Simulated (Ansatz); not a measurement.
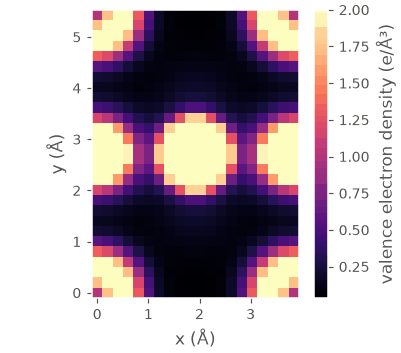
Fig. 1. Valence electron density (e/Å³), cut off at 2 on a lattice plane, plane-wave PAW r²SCAN (Ansatz code)

### Question
Pick the material that matches.
(A) La2O3, La2O3 or Ni2Al3 type
(B) BaTiO3, cubic perovskite
(C) CuI, zinc blende
(D) SrVO3, cubic perovskite

### Answer
D, SrVO3, cubic perovskite. Atoms in the plane, in fractions of its two edges: Sr at (0.00, 0.00), V at (0.50, 0.50), O at (0.00, 0.50).

The density is the valence pseudo-density with augmentation charge, so density and ELF within about 1 Å of a nucleus are not all-electron values.

Space group Pm-3m (cubic perovskite). The cell was relaxed with r²SCAN under the symmetry of its start. Spin order of the final state: ferromagnetic, chosen from 3 collinear starts compared on coarse meshes (ties went to the first, and starts can fall back to one state), not a proven ground state. Other orbital occupations within this spin state were not tried. No Hubbard U is applied.

Potentials: the later of the program's two PAW sets.
